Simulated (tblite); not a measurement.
## Run report: C2H13OPSi3, geometry relaxation (part 1 of 2)

System: C2H13OPSi3.
Method: GFN2-xTB geometry optimisation, gas phase (tblite 0.8.0).

It belongs to a series of runs on one base structure; here: N replaced by P.

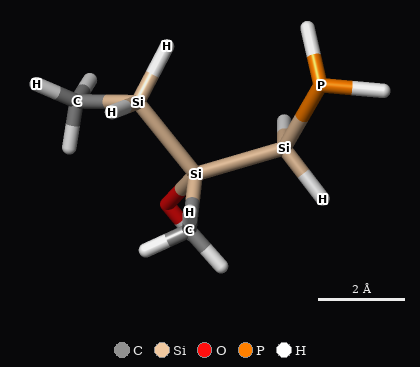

The structure as given in the input (stick view, seen on its broad side).

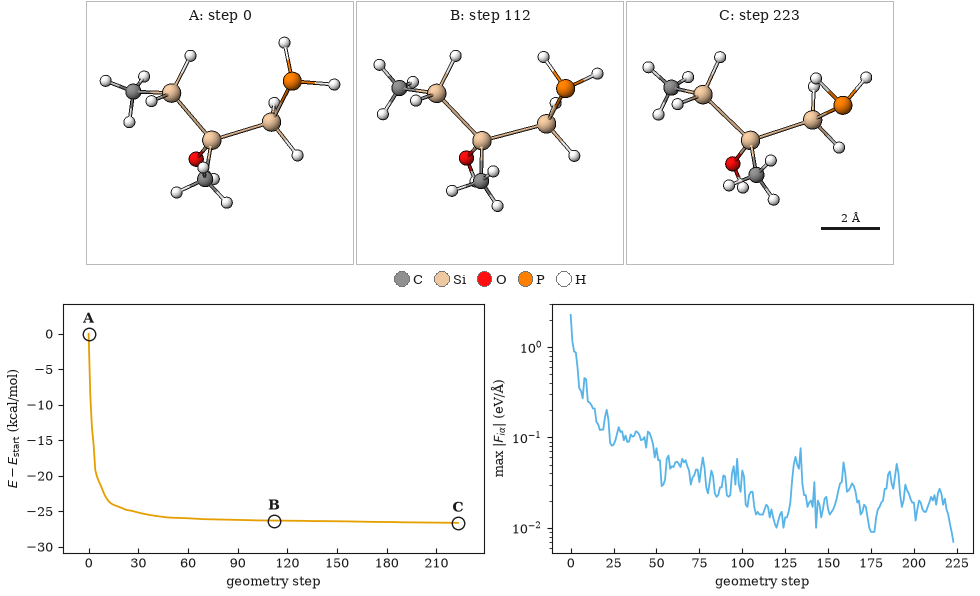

Frames of the relaxation (ball-and-stick view, seen at a tilt) above the curves, on which the letters mark them (steps are counted from 0).

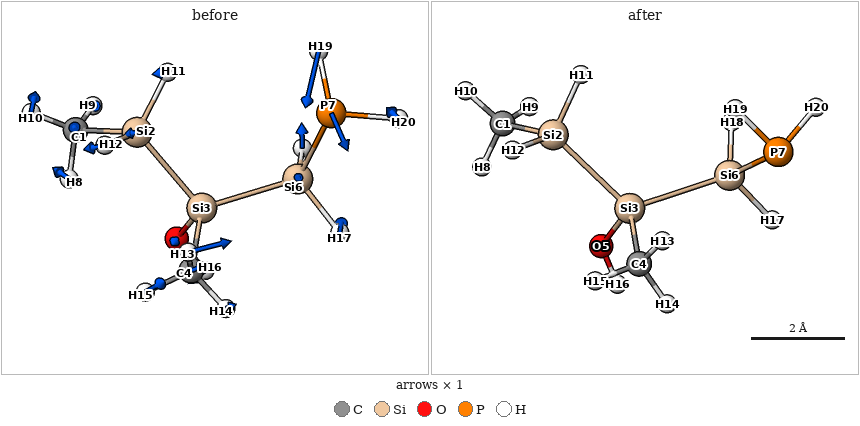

Before (left) and after (right) the relaxation, at one scale (ball-and-stick view, seen at a tilt). The blue arrows give the displacements, at true length. The atom that moves furthest after the best rigid fit is H19 (1.68 Å). Largest moves by element: H 1.68 Å, P 0.94 Å, C 0.49 Å, Si 0.32 Å, O 0.32 Å. Among the contacts that change: Si3–Si6 2.192 → 2.338 Å, Si2–Si3 2.225 → 2.333 Å, P7–H20 1.467 → 1.378 Å, Si3–O5 1.730 → 1.643 Å. Among the angles that change: Si3–O5–H16 109.8° → 123.8°, H19–P7–H20 105.6° → 92.2°, Si6–P7–H19 107.4° → 94.7°. The energy falls by 26.6 kcal/mol in 223 geometry steps. Largest force component: 2.3 eV/Å at the start, 0.007 eV/Å at the end. (Atoms are counted from 1 in the order of the input.)

The input that produced these results follows, with the program's output.

### Input file
```
{"job": {"kind": "relax", "xc": "GFN2-xTB", "basis": "xTB"}, "charge": 0, "multiplicity": 1}
C     -2.353700     1.864800    -0.352200
Si    -1.113500     1.070700     0.790600
Si    -0.109000    -0.559300    -0.342800
C     -0.685100    -2.167100     0.369200
O     -0.737200    -0.522400    -1.954500
Si     2.067700    -0.355300    -0.494700
P      3.050300     0.263000     1.369500
H     -2.721800     1.034700    -0.998600
H     -1.838400     2.564300    -1.026900
H     -3.217500     2.292600     0.189600
H     -0.176700     2.068500     1.304600
H     -1.900900     0.534400     1.929600
H     -0.691900    -2.143900     1.488400
H     -0.137200    -3.051200    -0.042700
H     -1.749200    -2.287200     0.045600
H     -0.290000    -1.189600    -2.495600
H      2.686500    -1.616600    -0.945100
H      2.360100     0.677500    -1.497600
H      3.107800     1.720300     1.369700
H      4.444400    -0.187700     1.290900
```

The first line tells a small driver script what to run in tblite; the rest is the geometry in Å.

Launched with:
```bash
OMP_NUM_THREADS=1 python <driver script> task.json out
```

### Log
```
step      E/eV     max force
  0    -616.41060    2.552
  1    -616.78663    1.278
  2    -616.98219    1.020
  3    -617.08689    1.089
  4    -617.24225    0.724
  5    -617.28141    0.425
  6    -617.30843    0.402
  7    -617.32951    0.381
  8    -617.35343    0.519
  9    -617.38000    0.511
 10    -617.40149    0.343
 11    -617.41766    0.328
 12    -617.43172    0.266
 13    -617.44220    0.311
 14    -617.44949    0.260
 15    -617.45479    0.178
 16    -617.45901    0.144
 17    -617.46291    0.148
 18    -617.46642    0.152
 19    -617.46983    0.141
 20    -617.47387    0.181
 21    -617.47873    0.210
 22    -617.48329    0.160
 23    -617.48627    0.115
 24    -617.48801    0.089
 25    -617.48966    0.102
 26    -617.49180    0.111
 27    -617.49428    0.117
 28    -617.49675    0.133
 29    -617.49919    0.120
 30    -617.50191    0.145
 31    -617.50486    0.120
 32    -617.50743    0.119
 33    -617.50933    0.097
 34    -617.51103    0.117
 35    -617.51301    0.140
 36    -617.51526    0.142
 37    -617.51735    0.132
 38    -617.51903    0.120
 39    -617.52044    0.125
 40    -617.52185    0.126
 41    -617.52334    0.116
 42    -617.52469    0.097
 43    -617.52590    0.105
 44    -617.52721    0.114
 45    -617.52875    0.164
 46    -617.53030    0.152
 47    -617.53157    0.107
 48    -617.53247    0.098
 49    -617.53312    0.078
 50    -617.53368    0.084
 51    -617.53414    0.061
 52    -617.53445    0.056
 53    -617.53465    0.031
 54    -617.53481    0.031
 55    -617.53502    0.036
 56    -617.53533    0.062
 57    -617.53572    0.070
 58    -617.53617    0.054
 59    -617.53664    0.052
 60    -617.53715    0.063
 61    -617.53769    0.059
 62    -617.53825    0.058
 63    -617.53879    0.052
 64    -617.53930    0.059
 65    -617.53985    0.073
 66    -617.54052    0.070
 67    -617.54131    0.065
 68    -617.54193    0.055
 69    -617.54238    0.066
 70    -617.54264    0.040
 71    -617.54295    0.046
 72    -617.54318    0.047
 73    -617.54357    0.052
 74    -617.54386    0.047
 75    -617.54414    0.034
 76    -617.54444    0.051
 77    -617.54483    0.067
 78    -617.54517    0.050
 79    -617.54537    0.030
 80    -617.54549    0.024
 81    -617.54564    0.034
 82    -617.54580    0.046
 83    -617.54596    0.039
 84    -617.54609    0.027
 85    -617.54620    0.027
 86    -617.54633    0.030
 87    -617.54649    0.036
 88    -617.54672    0.033
 89    -617.54697    0.041
 90    -617.54719    0.038
 91    -617.54736    0.026
 92    -617.54753    0.027
 93    -617.54772    0.030
 94    -617.54797    0.041
 95    -617.54827    0.048
 96    -617.54855    0.032
 97    -617.54868    0.065
 98    -617.54895    0.032
 99    -617.54920    0.029
100    -617.54983    0.044
101    -617.55001    0.038
102    -617.55017    0.022
103    -617.55025    0.021
104    -617.55040    0.024
105    -617.55055    0.026
106    -617.55075    0.027
107    -617.55091    0.023
108    -617.55102    0.019
109    -617.55109    0.016
110    -617.55114    0.016
111    -617.55119    0.017
112    -617.55124    0.019
113    -617.55131    0.022
114    -617.55139    0.021
115    -617.55148    0.020
116    -617.55157    0.017
117    -617.55165    0.017
118    -617.55170    0.016
119    -617.55174    0.015
120    -617.55178    0.012
121    -617.55182    0.015
122    -617.55187    0.018
123    -617.55191    0.017
124    -617.55195    0.016
125    -617.55199    0.015
126    -617.55204    0.014
127    -617.55210    0.019
128    -617.55217    0.025
129    -617.55230    0.036
130    -617.55256    0.053
131    -617.55300    0.064
132    -617.55351    0.061
133    -617.55389    0.049
134    -617.55382    0.083
135    -617.55419    0.033
136    -617.55425    0.025
137    -617.55440    0.023
138    -617.55446    0.018
139    -617.55455    0.021
140    -617.55463    0.022
141    -617.55472    0.022
142    -617.55480    0.034
143    -617.55485    0.014
144    -617.55490    0.021
145    -617.55494    0.018
146    -617.55500    0.014
147    -617.55508    0.017
148    -617.55520    0.022
149    -617.55533    0.022
150    -617.55545    0.019
151    -617.55556    0.016
152    -617.55564    0.018
153    -617.55573    0.022
154    -617.55583    0.023
155    -617.55594    0.023
156    -617.55610    0.029
157    -617.55633    0.035
158    -617.55657    0.034
159    -617.55678    0.055
160    -617.55701    0.041
161    -617.55728    0.026
162    -617.55747    0.026
163    -617.55783    0.035
164    -617.55815    0.036
165    -617.55841    0.035
166    -617.55859    0.025
167    -617.55870    0.021
168    -617.55879    0.021
169    -617.55888    0.019
170    -617.55898    0.019
171    -617.55908    0.018
172    -617.55916    0.019
173    -617.55923    0.016
174    -617.55928    0.014
175    -617.55931    0.013
176    -617.55934    0.012
177    -617.55938    0.011
178    -617.55943    0.014
179    -617.55949    0.017
180    -617.55957    0.019
181    -617.55969    0.022
182    -617.55984    0.023
183    -617.56004    0.029
184    -617.56023    0.034
185    -617.56049    0.041
186    -617.56081    0.044
187    -617.56123    0.036
188    -617.56143    0.029
189    -617.56164    0.042
190    -617.56172    0.053
191    -617.56202    0.048
192    -617.56223    0.026
193    -617.56243    0.019
194    -617.56254    0.022
195    -617.56262    0.030
196    -617.56274    0.031
197    -617.56285    0.029
198    -617.56297    0.021
199    -617.56305    0.022
200    -617.56311    0.022
201    -617.56316    0.013
202    -617.56320    0.019
203    -617.56324    0.024
204    -617.56330    0.023
205    -617.56339    0.023
206    -617.56349    0.020
207    -617.56357    0.016
208    -617.56365    0.024
209    -617.56374    0.028
210    -617.56386    0.024
211    -617.56397    0.023
212    -617.56407    0.025
213    -617.56414    0.020
214    -617.56424    0.025
215    -617.56441    0.034
216    -617.56458    0.032
217    -617.56472    0.025
218    -617.56480    0.022
219    -617.56485    0.018
220    -617.56490    0.016
221    -617.56495    0.012
222    -617.56498    0.011
223    -617.56501    0.008
```

### Trajectory as extended XYZ (Å, eV, eV/Å), 11 of the 224 frames kept, from step=0 to step=223
```
20
Properties=species:S:1:pos:R:3:forces:R:3 step=0 energy=-616.41060
C    -2.3537    1.8648   -0.3522   -0.6750  -0.3020  -0.7530
Si   -1.1135    1.0707    0.7906   -0.6350   0.6470   1.1920
Si   -0.1090   -0.5593   -0.3428   -1.6530   0.0850  -1.9420
C    -0.6851   -2.1671    0.3692   -0.9910  -1.5610   0.4650
O    -0.7372   -0.5224   -1.9545    1.1610  -0.6080   1.1720
Si    2.0677   -0.3553   -0.4947    2.2770   0.2410  -0.8670
P     3.0503    0.2630    1.3695    0.6380   0.1430   1.5770
H    -2.7218    1.0347   -0.9986   -0.0180   0.7540   0.3570
H    -1.8384    2.5643   -1.0269   -0.6160  -0.0160   0.3940
H    -3.2175    2.2926    0.1896    0.6130   0.0660  -0.6350
H    -0.1767    2.0685    1.3046    0.0760   0.1060   0.1500
H    -1.9009    0.5344    1.9296    0.2030   0.1100  -0.0380
H    -0.6919   -2.1439    1.4884    0.2000  -0.3610  -1.0830
H    -0.1372   -3.0512   -0.0427   -0.4210   0.6140   0.7120
H    -1.7492   -2.2872    0.0456    0.7460  -0.1100   0.3890
H    -0.2900   -1.1896   -2.4956   -0.5210   0.5020   0.0390
H     2.6865   -1.6166   -0.9451    0.1950   0.1270   0.0030
H     2.3601    0.6775   -1.4976    0.1560  -0.0850  -0.2480
H     3.1078    1.7203    1.3697    0.4370  -1.3020  -0.4970
H     4.4444   -0.1877    1.2909   -1.1720   0.9490  -0.3890
20
Properties=species:S:1:pos:R:3:forces:R:3 step=22 energy=-617.48329
C    -2.4595    1.9340   -0.3786   -0.0670   0.0520  -0.0740
Si   -1.2251    1.1075    0.8035    0.0320  -0.0510  -0.0620
Si   -0.0915   -0.5991   -0.3284   -0.0080   0.1400  -0.0440
C    -0.6825   -2.2783    0.3793    0.0140  -0.0590   0.0270
O    -0.6727   -0.4824   -1.8662    0.0430  -0.0030   0.0410
Si    2.2390   -0.4179   -0.5071   -0.1570  -0.0230   0.0170
P     3.0412    0.1581    1.5059    0.0390  -0.0210   0.0700
H    -2.9210    1.2065   -1.0373   -0.0220  -0.0830   0.0170
H    -1.9575    2.6522   -1.0169    0.0610   0.0660  -0.0290
H    -3.2553    2.4580    0.1383   -0.0310   0.0500   0.0750
H    -0.3005    2.1397    1.2995    0.0070   0.0040   0.0150
H    -1.9638    0.6322    1.9866   -0.0010  -0.0120  -0.0220
H    -0.6052   -2.2952    1.4601    0.0650  -0.0160   0.0660
H    -0.1261   -3.1292   -0.0001    0.0860  -0.0410  -0.0380
H    -1.7274   -2.4486    0.1348   -0.0360   0.0340  -0.0290
H    -0.4657   -1.1178   -2.5457   -0.0350  -0.0070  -0.0190
H     3.0361   -1.5876   -0.9256   -0.0290  -0.0250   0.0040
H     2.6660    0.6211   -1.4616    0.0020  -0.0150  -0.0620
H     3.1149    1.5054    1.2188   -0.0090  -0.0230   0.0130
H     4.3515   -0.0478    1.1376    0.0460   0.0340   0.0330
20
Properties=species:S:1:pos:R:3:forces:R:3 step=45 energy=-617.52875
C    -2.5313    2.0362   -0.3961    0.0070  -0.0060   0.0070
Si   -1.2856    1.1440    0.7357   -0.0390   0.0460   0.0160
Si   -0.1069   -0.5530   -0.3417   -0.0370  -0.0130   0.0320
C    -0.5485   -2.2867    0.3568    0.0210  -0.0200   0.0140
O    -0.6835   -0.4562   -1.8775   -0.0150  -0.0270  -0.0200
Si    2.2229   -0.4728   -0.4717    0.0950   0.0660   0.1160
P     3.1081    0.0558    1.5343   -0.0320  -0.0280  -0.0400
H    -3.1025    1.3195   -0.9802    0.0140   0.0260   0.0100
H    -2.0250    2.6970   -1.0944    0.0070  -0.0430  -0.0030
H    -3.2366    2.6395    0.1705    0.0290  -0.0200   0.0020
H    -0.3700    2.1571    1.2871    0.0120   0.0080  -0.0100
H    -2.0391    0.6277    1.8895   -0.0290  -0.0210   0.0230
H    -0.3354   -2.3434    1.4194   -0.0070   0.0220   0.0220
H     0.0293   -3.0750   -0.1210    0.0060  -0.0040  -0.0410
H    -1.5997   -2.5312    0.2217    0.0080   0.0530   0.0050
H    -0.5820   -1.1579   -2.5139    0.0020  -0.0070  -0.0440
H     2.9084   -1.7338   -0.8173   -0.0060  -0.0120  -0.0100
H     2.7385    0.4693   -1.4809    0.0270   0.0090  -0.0290
H     3.0152    1.4226    1.3712   -0.0520  -0.0070  -0.0170
H     4.4185    0.0520    1.1053   -0.0120  -0.0210  -0.0320
```
